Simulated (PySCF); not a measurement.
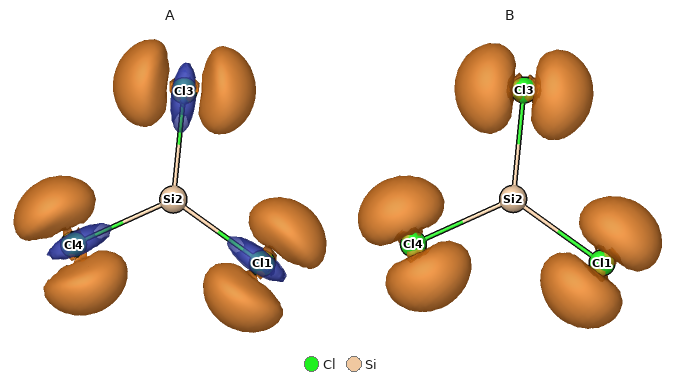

*Cl$_{3}$Si, charge +1, SMILES `Cl[Si+](Cl)Cl`. The Fukui function f⁻ from two separate SCF calculations and the density of the HOMO, at ±0.03 e/Å³ (orange positive, blue negative).*

Method: r2SCAN/def2-TZVP; geometry: GFN2-xTB; program: PySCF. No frequency check shows the geometry to be a minimum. GFN2-xTB bond lengths at metals and heavier atoms can be off by up to 0.1 Å and shapes distorted, which carries into these values.

Input

```python
import numpy as np
from pyscf import gto, scf, dft
from pyscf.scf import atom_ks, atom_hf
from scipy.linalg import block_diag

def solve(mol, dm0=None, hcore=None):
    mf = (dft.UKS if mol.spin else dft.RKS)(mol, xc='r2scan')
    mf.grids.level = 3
    mf = mf.density_fit(auxbasis='def2-universal-jkfit')
    mf.conv_tol, mf.max_cycle = 1e-8, 80
    if hcore is not None:
        mf.get_hcore = lambda *args: hcore
    mf.kernel(dm0)
    if not mf.converged:
        mf = mf.newton().run(mf.mo_coeff, mf.mo_occ, max_cycle=30)
    assert mf.converged, 'SCF not converged'
    return mf

mol = gto.M(atom='''
Cl    -0.39252     1.89935     0.00000
Si     0.00006     0.00000     0.00000
Cl    -1.44865    -1.28959     0.00000
Cl     1.84112    -0.60976     0.00000
''', basis='def2-tzvp', charge=1, spin=0, verbose=4)
mf = solve(mol)
out = dict(e0=mf.e_tot, dm0=mf.make_rdm1(), c=mf.mo_coeff, occ=mf.mo_occ, eps=mf.mo_energy)
for name, dq, spin in [('cation', 1, 1), ('anion', -1, 1)]:
    ion = mol.copy().set(charge=mol.charge + dq, spin=spin).build()
    mi = solve(ion)
    if spin and dq > 0 and mol.nao < 130:
        c, _, stable, _ = mi.stability(return_status=True)
        if not stable:
            mi = solve(ion, mi.make_rdm1(c, mi.mo_occ))
    print(name, 'vertical energy change / eV', (mi.e_tot - mf.e_tot) * 27.211386)
    out.update({'e_' + name: mi.e_tot, 'dm_' + name: mi.make_rdm1(), 's2_' + name: mi.spin_square()[0], 'eps_' + name: mi.mo_energy, 'occ_' + name: mi.mo_occ})
# spherically averaged free atoms, for the promolecule
atm = atom_ks.get_atm_nrks(mol, xc='r2scan')
pro = block_diag(*[(atm[a[0]][2] * atm[a[0]][3]) @ atm[a[0]][2].T for a in mol._atom])
np.savez('result.npz', pro=pro, **out)
```

Run with:

```sh
OMP_NUM_THREADS=1 python input.py
```

The run took 84 s on 1 thread of Intel(R) Xeon(R) Platinum 8259CL CPU @ 2.50GHz (Skylake/Cascade Lake), with other jobs on the host, peak memory 0.67 GiB.

Partitions, critical points and surface values were worked out afterwards from this run's density.

> Which panel is which, and how good is the frozen-orbital picture?

A is f⁻ (it has negative regions), B the HOMO density. The HOMO lies on Cl1, Cl3 and Cl4 (32 % each) and Si2 (5 %); f⁻ (Hirshfeld-condensed) is largest on Cl1, Cl3 and Cl4 (0.30 each); the vertical ionisation energy is 17.39 eV (the stability of the dication's solution wasn't checked). Relaxation shifts 6 % of the electron between atoms. The orbital energy is −14.41 eV.
